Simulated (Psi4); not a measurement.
# A workflow on BH2Br (SMILES [H]B([H])Br), part 2 of 2

Psi4 1.11. The steps go on from the part before.

### Step 4. The doublet cation: a structure relaxation at UBLYP-D3(BJ)/def2-TZVP (density fitting) (run 3)

Contents of job.in:

```
memory 1600 MB

molecule molecule1 {
  1 2
  B
  H 1 1.188743
  H 1 1.188743 2 124.83212
  Br 1 1.91565 3 117.58381 2 179.99462
  symmetry c1
}

set basis def2-TZVP
set reference uks

energy_value, wavefunction = optimize("blyp-d3(bj)", return_wfn=True)
print_variables()
```

The run is started by

```sh
$ psi4 job.in job.out -n 1
```

job.out:

```text
Psi4 1.11 release

gradient() will perform analytic gradient computation.

   => Loading Basis Set <=

    Name: DEF2-TZVP
    Role: ORBITAL
    Keyword: BASIS

   => BLYP-D3(BJ): Empirical Dispersion <=

        s6 =       1.000000
        s8 =       2.699600
        a1 =       0.429800
        a2 =       4.235900

         ---------------------------------------------------------
                                   SCF
                              UKS Reference
                        1 Threads,   1525 MiB Core
         ---------------------------------------------------------

  ==> Geometry <==

    Molecular point group: c1
    Full point group: C1

    Geometry (in Angstrom), charge = 1, multiplicity = 2:

       Center              X                  Y                   Z               Mass
    ------------   -----------------  -----------------  -----------------  -----------------
         B            0.000136845750     1.446677118771     0.755792471960    11.009305360000
         H            0.000136845750     1.446677118771     1.944535471960     1.007825032230
         H            0.000136845750     2.422432011040     0.076813598753     1.007825032230
         BR          -0.000022585496    -0.251225453985    -0.131248536398    78.918337600000

  Running in c1 symmetry.

  Rotational constants: A =      7.53375  B =      0.37236  C =      0.35482 [cm^-1]
  Rotational constants: A = 225856.12885  B =  11163.00340  C =  10637.25409 [MHz]
  Nuclear repulsion =   66.857326047322545

  Charge       = 1
  Multiplicity = 2
  Electrons    = 41
  Nalpha       = 21
  Nbeta        = 20

  ==> Algorithm <==

  SCF Algorithm Type is DF.
  DIIS enabled.
  MOM disabled.
  Fractional occupation disabled.
  Guess Type is SAD.
  Energy threshold   = 1.00e-08
  Density threshold  = 1.00e-08
  Integral threshold = 1.00e-12

  ==> Primary Basis <==

  Basis Set: DEF2-TZVP
    Blend: DEF2-TZVP
    Number of shells: 35
    Number of basis functions: 91
    Number of Cartesian functions: 103
    Spherical Harmonics?: true
    Max angular momentum: 3

  ==> DFT Potential <==

   => LibXC <=

    Version 7.1.2

   => Composite Functional: BLYP-D3BJ2B <=

    BLYP GGA Exchange-Correlation Functional

    Deriv               =              1
    GGA                 =           TRUE
    Meta                =          FALSE

    Exchange Hybrid     =          FALSE
    MP2 Hybrid          =          FALSE

   => Exchange Functionals <=

    1.0000     XC_GGA_X_B88

   => Correlation Functionals <=

    1.0000     XC_GGA_C_LYP

   => LibXC Density Thresholds  <==

    XC_GGA_C_LYP:  1.00E-14
    XC_GGA_X_B88:  1.00E-15

   => Molecular Quadrature <=

    Radial Scheme          =       TREUTLER
    Pruning Scheme         =           NONE
    Nuclear Scheme         =       TREUTLER

    Blocking Scheme        =         OCTREE
    BS radius alpha        =              1
    Pruning alpha          =              1
    Radial Points          =             75
    Spherical Points       =            302
    Total Points           =          86999
    Total Blocks           =            712
    Max Points             =            256
    Max Functions          =             91
    Weights Tolerance      =       1.00E-15

   => Loading Basis Set <=

    Name: (DEF2-TZVP AUX)
    Role: JKFIT
    Keyword: DF_BASIS_SCF

  ==> Integral Setup <==

  DFHelper Memory: AOs need 0.026 GiB; user supplied 0.926 GiB.
  SCF_SUBTYPE=INCORE selected. In-core MEM_DF algorithm will be used.
  Using in-core AOs.

  ==> MemDFJK: Density-Fitted J/K Matrices <==

    J tasked:                   Yes
    K tasked:                    No
    wK tasked:                   No
    Memory [MiB]:               947
    Algorithm:                 Core
    Schwarz Cutoff:           1E-12
    Mask sparsity (%):       0.2898
    Fitting Condition:        1E-10

   => Auxiliary Basis Set <=

  Basis Set: (DEF2-TZVP AUX)
    Blend: DEF2-UNIVERSAL-JKFIT
    Number of shells: 97
    Number of basis functions: 377
    Number of Cartesian functions: 500
    Spherical Harmonics?: true
    Max angular momentum: 5

  Cached 100.0% of DFT collocation blocks in 0.192 [GiB].

  Minimum eigenvalue in the overlap matrix is 1.7457954290E-03.
  Reciprocal condition number of the overlap matrix is 3.1317840415E-04.
    Using symmetric orthogonalization.

  ==> Pre-Iterations <==

  SCF Guess: Superposition of Atomic Densities via on-the-fly atomic UHF (no occupation information).

   -------------------------
    Irrep   Nso     Nmo
   -------------------------
     A         91      91
   -------------------------
    Total      91      91
   -------------------------

  ==> Iterations <==

                           Total Energy        Delta E     RMS |[F,P]|

[... 5 lines left out ...]
   @DF-UKS iter   5: -2599.85067212182139   -1.49757e-03   2.41794e-04 DIIS/ADIIS
[... 5 lines left out ...]
   @DF-UKS iter  11: -2599.85095673572778   -8.23093e-11   1.35338e-08 DIIS
[... 13 lines left out ...]
   @S   Expected:                5.000000000E-01
[... 55 lines left out ...]
    Two-Electron Energy =                1164.6290250583874695
[... 28 lines left out ...]
 Dipole Y            :         -3.2777705            4.3645187            1.0867482
[... 128 lines left out ...]
	  Convergence Criteria     1.00e-06 *    3.00e-04 *             o    1.20e-03 *             o~
[... 133 lines left out ...]
   @DF-UKS iter   3: -2599.85197986847561   -2.04997e-03   5.23080e-05 DIIS
[... 5 lines left out ...]
   @DF-UKS iter   9: -2599.85199445642138   -1.63709e-11   1.45018e-08 DIIS
[... 13 lines left out ...]
   @S   Expected:                5.000000000E-01
[... 15 lines left out ...]
    Two-Electron Energy =                1165.6248925617928762
[... 28 lines left out ...]
 Dipole Y            :         -3.2332129            4.3130820            1.0798691
[... 97 lines left out ...]
	  Convergence Criteria     1.00e-06 *    3.00e-04 *             o    1.20e-03 *             o
[... 97 lines left out ...]
   @DF-UKS iter   3: -2599.85219711027503   -3.79417e-04   2.59326e-05 DIIS
[... 5 lines left out ...]
   @DF-UKS iter   9: -2599.85220064450004   -2.54659e-11   2.18039e-08 DIIS
[... 13 lines left out ...]
   @S   Expected:                5.000000000E-01
[... 15 lines left out ...]
    Two-Electron Energy =                1166.0941011984671150
[... 28 lines left out ...]
 Dipole Y            :         -3.2060770            4.2819702            1.0758932
[... 97 lines left out ...]
	  Convergence Criteria     1.00e-06 *    3.00e-04 *             o    1.20e-03 *             o
[... 91 lines left out ...]
   @DF-UKS iter   3: -2599.85211802094500   -1.11991e-04   6.87897e-05 DIIS
[... 5 lines left out ...]
   @DF-UKS iter   9: -2599.85214532911732   -1.63709e-11   2.81075e-08 DIIS
[... 13 lines left out ...]
   @S   Expected:                5.000000000E-01
[... 15 lines left out ...]
    Two-Electron Energy =                1166.1575620341791364
[... 28 lines left out ...]
 Dipole Y            :         -3.1811451            4.2549593            1.0738142
[... 97 lines left out ...]
	  Convergence Criteria     1.00e-06 *    3.00e-04 *             o    1.20e-03 *             o
[... 91 lines left out ...]
   @DF-UKS iter   3: -2599.85206900361391   -3.59634e-04   1.66997e-04 DIIS/ADIIS
[... 5 lines left out ...]
   @DF-UKS iter   9: -2599.85223663984016   -5.54792e-11   4.36640e-08 DIIS
[... 13 lines left out ...]
   @S^2 Observed:                7.525990552E-01
[... 15 lines left out ...]
    One-Electron Energy =               -3738.6402277192441943
[... 28 lines left out ...]
 Dipole X            :         -0.0782137            0.1196072            0.0413936
[... 96 lines left out ...]
	   Step    Total Energy     Delta E     Max Force     RMS Force      Max Disp      RMS Disp
[... 92 lines left out ...]
   @DF-UKS iter   2: -2599.85233485284380    1.56744e-05   6.04212e-05 DIIS
[... 5 lines left out ...]
   @DF-UKS iter   8: -2599.85235881184144   -8.41283e-11   2.44503e-08 DIIS
[... 13 lines left out ...]
   @S   Expected:                5.000000000E-01
[... 15 lines left out ...]
    Two-Electron Energy =                1166.2381640517992309
[... 28 lines left out ...]
 Dipole Y            :         -3.1588273            4.2394074            1.0805801
[... 97 lines left out ...]
	  Convergence Criteria     1.00e-06 *    3.00e-04 *             o    1.20e-03 *             o
[... 102 lines left out ...]
   @DF-UKS iter   3: -2599.85237372096663   -1.99700e-06   6.75170e-06 DIIS
[... 5 lines left out ...]
   @DF-UKS iter   9: -2599.85237400408323   -3.18323e-12   7.80098e-09 DIIS
[... 13 lines left out ...]
   @S   Observed:                5.000000000E-01
[... 55 lines left out ...]
    DFT Exchange-Correlation Energy =     -95.7666790254326656
[... 28 lines left out ...]
 Dipole Z            :         -1.8894210            2.5328791            0.6434581
[... 24 lines left out ...]
  Nuclear repulsion =   68.368168820714160

   => Molecular Quadrature <=

    Radial Scheme          =       TREUTLER
    Pruning Scheme         =           NONE
    Nuclear Scheme         =       TREUTLER

    Blocking Scheme        =         OCTREE
    BS radius alpha        =              1
    Pruning alpha          =              1
    Radial Points          =             75
    Spherical Points       =            302
    Total Points           =          86941
    Total Blocks           =            711
    Max Points             =            254
    Max Functions          =             91
    Weights Tolerance      =       1.00E-15

  -Total Gradient:
     Atom            X                  Y                   Z
    ------   -----------------  -----------------  -----------------
       1       -0.000007459772    -0.000057067085    -0.000033992013
       2        0.000002795516    -0.000013221302     0.000061430198
       3        0.000002795443     0.000047744578    -0.000040865590
       4        0.000001913217    -0.000037850863    -0.000022567985

	total time  =          1 seconds =       0.02 minutes

    			-----------------------------------------

    			 OPTKING 3.0: for geometry optimizations

    			        with contributions from

    			-----------------------------------------

	                            ===> Fragment 1 <==

	 Z (Atomic Numbers)          Masses                          Geom
	       5.000000            11.009305         -0.00043542  2.55939276  1.52540527
	       1.000000             1.007825         -0.00043542  2.55939276  3.82463982
	       1.000000             1.007825         -0.00043542  4.58172183  0.43148336
	      35.000000            78.918338          0.00007186 -0.44823715 -0.26715058

	 - Coordinate -           - BOHR/RAD -       - ANG/DEG -
	 R(1,2)           =         2.299235           1.216703
	 R(1,3)           =         2.299235           1.216703
	 R(1,4)           =         3.501299           1.852808
[... 5 lines of this table left out ...]
	 O(4,1,2,3)       =        -0.000145          -0.008301

	        --- Internal Coordinate Step in ANG or DEG, aJ/ANG or AJ/DEG ---
	-------------------------------------------------------------------------------
	           Coordinate      Previous         Force          Change          New
	           ----------      --------        ------          ------        ------
	               R(1,2)       1.21670       -0.00058       -0.00016       1.21654
	               R(1,3)       1.21670       -0.00058       -0.00016       1.21654
	               R(1,4)       1.85281       -0.00022       -0.00003       1.85277
[... 5 lines of this table left out ...]
	           O(4,1,2,3)      -0.00830        0.00000        0.01027       0.00197
	-------------------------------------------------------------------------------

	                                 ==> Convergence Check <==

	Measures of convergence in internal coordinates in au.

	Criteria marked as inactive (o), active & met (*), and active & unmet ( ).

	----------------------------------------------------------------------------------------------
	   Step    Total Energy     Delta E     Max Force     RMS Force      Max Disp      RMS Disp
	----------------------------------------------------------------------------------------------
	  Convergence Criteria     1.00e-06 *    3.00e-04 *             o    1.20e-03 *             o
	----------------------------------------------------------------------------------------------
	     7   -2599.85237400   -1.52e-05      7.04e-05 *    3.44e-05 o    3.07e-04 *    1.87e-04 o  ~
	----------------------------------------------------------------------------------------------

Next Geometry in Ang
	Fragment 1 (Ang)

	    B  -0.0001682410   1.3544278546   0.8072427695
	    H  -0.0002536764   1.3543545464   2.0237827266
	    H  -0.0002536764   2.4244204696   0.2283771700
	   Br   0.0000223742  -0.2371123350  -0.1413195712

    Final optimized geometry and variables:
    Molecular point group: c1
    Full point group: C1

    Geometry (in Angstrom), charge = 1, multiplicity = 2:

    B
    H             1    1.216703
    H             1    1.216703      2  118.409922
    BR            1    1.852808      3  120.795017      2 -179.990336

  Variable Map:
  ----------------------------------------------------------------------------
  "BLYP-D3(BJ) DISPERSION CORRECTION ENERGY" =>      -0.004187307348
  "CURRENT ENERGY"                           =>   -2599.852374004083
  "CURRENT REFERENCE ENERGY"                 =>   -2599.852374004083
  "DD SOLVATION ENERGY"                      =>       0.000000000000
  "DFT FUNCTIONAL TOTAL ENERGY"              =>   -2599.848186696736
  "DFT TOTAL ENERGY"                         =>   -2599.852374004083
  "DFT VV10 ENERGY"                          =>       0.000000000000
  "DFT XC ENERGY"                            =>     -95.766679025433
  "DISPERSION CORRECTION ENERGY"             =>      -0.004187307348
  "GRID ELECTRONS ALPHA"                     =>      21.000000463369
  "GRID ELECTRONS BETA"                      =>      20.000001351596
  "GRID ELECTRONS TOTAL"                     =>      41.000001814966
  "NUCLEAR REPULSION ENERGY"                 =>      68.368168820714
  "ONE-ELECTRON ENERGY"                      =>   -3738.638064626600
  "OPTIMIZATION ITERATIONS"                  =>       7.000000000000
  "PCM POLARIZATION ENERGY"                  =>       0.000000000000
  "PE ENERGY"                                =>       0.000000000000
  "SCF ITERATION ENERGY"                     =>   -2599.852374004083
  "SCF ITERATIONS"                           =>       9.000000000000
  "SCF TOTAL ENERGY"                         =>   -2599.852374004083
  "TWO-ELECTRON ENERGY"                      =>    1166.188388134582
  "XC GRID RADIAL POINTS"                    =>      75.000000000000
  "XC GRID SPHERICAL POINTS"                 =>     302.000000000000
  "XC GRID TOTAL POINTS"                     =>   86941.000000000000

  Array Variable Map:
  ----------------------------------------------------------------------------
  "-D GRADIENT"                              =>      -0.000000002379 ... -0.000142988732 4 by 3
  "BLYP-D3(BJ) DISPERSION CORRECTION GRADIENT" =>      -0.000000002379 ... -0.000142988732 4 by 3
  "CURRENT DIPOLE"                           =>      -0.000180967647 ... 0.643458097134 1 by 3
  "CURRENT GRADIENT"                         =>      -0.000007459772 ... -0.000022567985 4 by 3
  "DFT TOTAL GRADIENT"                       =>      -0.000007459772 ... -0.000022567985 4 by 3
  "DISPERSION CORRECTION GRADIENT"           =>      -0.000000002379 ... -0.000142988732 4 by 3
  "SCF DIPOLE"                               =>      -0.000180967647 ... 0.643458097134 1 by 3
  "SCF TOTAL ENERGIES"                       =>   -2599.851463670576 ... -2599.852374004083 1 by 10
  "SCF TOTAL GRADIENT"                       =>      -0.000007459772 ... -0.000022567985 4 by 3

    Psi4 run time: 0:00:37.06

[set-up sections that repeat, and orbital energies of the middle runs, are left out above]
```

On the terminal:

```text
Optimizer: Optimization complete!
```

It took 38 s on 1 thread of Intel Xeon Platinum 8488C (Sapphire Rapids), shared host; peak memory 0.5 GiB.

Steps, from the record of the run:

| step | energy from the first frame kept (eV) | largest force (eV/Å) |
| --- | --- | --- |
| 0 | 0.0000 | 1.1893 |
| 1 | -0.0282 | 0.4802 |
| 2 | -0.0338 | 0.1242 |
| 3 | -0.0323 | 0.2374 |
| 4 | -0.0348 | 0.1467 |
| 5 | -0.0382 | 0.0708 |
| 6 | -0.0386 | 0.0034 |

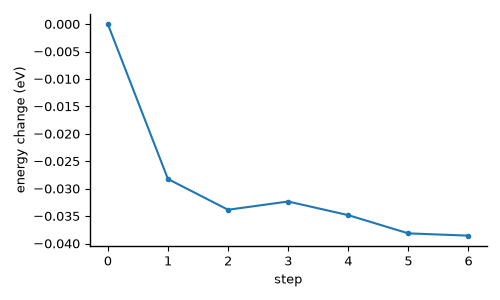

Energy along the run.

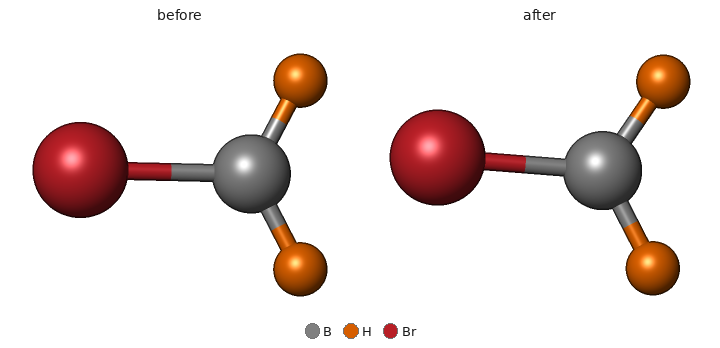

Before and after, at one scale.

After the run. Bond lengths: B1–Br4 1.853 Å, B1–H2 1.217 Å, B1–H3 1.217 Å. Angles: H2–B1–Br4 120.8°, H3–B1–Br4 120.8°, H2–B1–H3 118.4°.

### Step 5. The energy at BLYP-D3(BJ)/def2-TZVP (density fitting) (run 4)

Contents of calc.in:

```
memory 1.6 GB

molecule {
  0 1
  B      0.169791     0.110249     0.001064
  H      1.384067     0.035264     0.017688
  H     -0.341827     1.213997    -0.017731
  Br    -0.875206    -1.419740     0.004023
}

set basis def2-TZVP
set reference rks

e, wfn = energy("blyp-d3bj2b", return_wfn=True)
```

The run is started by

```sh
$ psi4 -i calc.in -o calc.out -n 1
```

calc.out, cut to the lines that bear on the results:

```text
[...]
  Running in c1 symmetry.
[...]
  Nuclear repulsion =   68.368185258217864
[...]
  Multiplicity = 1
[...]
  Nalpha       = 21
  Nbeta        = 21
[...]
    Number of basis functions: 91
[...]
   @DF-RKS iter   1: -2599.80275176281566   -1.22965e+00   1.75770e-02 DIIS/ADIIS
[...]
   @DF-RKS iter   8: -2600.23329003020490   -6.72571e-09   3.15555e-07 DIIS
[...]
    Orbital Energies [Eh]
    ---------------------
    Doubly Occupied:
       1A   -481.156314     2A    -61.851269     3A    -55.775417
       4A    -55.774382     5A    -55.772793     6A     -8.415645
       7A     -6.583696     8A     -6.293553     9A     -6.290183
      10A     -6.285493    11A     -2.501929    12A     -2.501132
      13A     -2.497724    14A     -2.495109    15A     -2.494526
      16A     -0.734555    17A     -0.455829    18A     -0.341943
      19A     -0.341385    20A     -0.297791    21A     -0.249467
[...]
  @DF-RKS Final Energy: -2600.23329003020490
   => Energetics <=
    Nuclear Repulsion Energy =             68.3681852582178635
    One-Electron Energy =               -3751.4227005074267254
    Two-Electron Energy =                1178.9090930568654585
    DFT Exchange-Correlation Energy =     -96.0836805303348456
    Empirical Dispersion Energy =          -0.0041873075269382
    VV10 Nonlocal Energy =                  0.0000000000000000
    Total Energy =                      -2600.2332900302048984
[...]
 Multipole Moments:
 ------------------------------------------------------------------------------------
     Multipole            Electronic (a.u.)      Nuclear  (a.u.)        Total (a.u.)
 ------------------------------------------------------------------------------------
 L = 1.  Multiply by 2.5417464519 to convert [e a0] to [Debye]
 Dipole X            :         -2.7724698            2.7903339            0.0178641
 Dipole Y            :         -4.0591914            4.0853470            0.0261556
 Dipole Z            :          0.0080650           -0.0080860           -0.0000210
 Magnitude           :                                                    0.0316740
[...]
```

It took 5.1 s on 1 thread of Intel Xeon Platinum 8488C (Sapphire Rapids), shared host; peak memory 0.46 GiB.

### Step 6. Summary of results

The summary covers parts 1 to 2.

| quantity | value |
| --- | --- |
| run 1, BLYP-D3(BJ)/def2-TZVP: total energy at the end | -2600.23556 Eh |
| run 1, BLYP-D3(BJ)/def2-TZVP: dipole moment | 0.45 D |
| run 1, BLYP-D3(BJ)/def2-TZVP: HOMO energy | -6.81 eV |
| run 1, BLYP-D3(BJ)/def2-TZVP: LUMO energy | -2.86 eV |
| run 1, BLYP-D3(BJ)/def2-TZVP: HOMO–LUMO gap | 3.95 eV |
| run 1, BLYP-D3(BJ)/def2-TZVP: dispersion energy | -10.98 kJ/mol |
| doublet cation, run 2: total energy | -2599.85096 Eh |
| doublet cation, run 2: HOMO energy (highest over α and β) | -15.18 eV |
| doublet cation, run 2: LUMO energy (lowest over α and β) | -14.12 eV |
| doublet cation, run 2: dispersion energy | -10.98 kJ/mol |
| doublet cation, run 2: ⟨S²⟩ | 0.752 |
| doublet cation, run 3: total energy at the end | -2599.85237 Eh |
| doublet cation, run 3: HOMO energy (highest over α and β) | -14.98 eV |
| doublet cation, run 3: LUMO energy (lowest over α and β) | -13.97 eV |
| doublet cation, run 3: dispersion energy | -10.99 kJ/mol |
| doublet cation, run 3: ⟨S²⟩ | 0.753 |
| run 4, BLYP-D3(BJ)/def2-TZVP: total energy | -2600.23329 Eh |
| run 4, BLYP-D3(BJ)/def2-TZVP: dipole moment | 0.08 D |
| run 4, BLYP-D3(BJ)/def2-TZVP: HOMO energy | -6.79 eV |
| run 4, BLYP-D3(BJ)/def2-TZVP: LUMO energy | -2.75 eV |
| run 4, BLYP-D3(BJ)/def2-TZVP: HOMO–LUMO gap | 4.04 eV |
| run 4, BLYP-D3(BJ)/def2-TZVP: dispersion energy | -10.99 kJ/mol |
| adiabatic ionisation energy (to the doublet cation, no zero-point term) | 10.427 eV |

The adiabatic ionisation energy (to the doublet cation, no zero-point term) is 10.43 eV (1006 kJ/mol). The optimisation (run 1, BLYP-D3(BJ)/def2-TZVP) took 6 steps and changed the energy by -0.064 eV. The optimisation (doublet cation, run 3) took 7 steps and changed the energy by -0.039 eV.
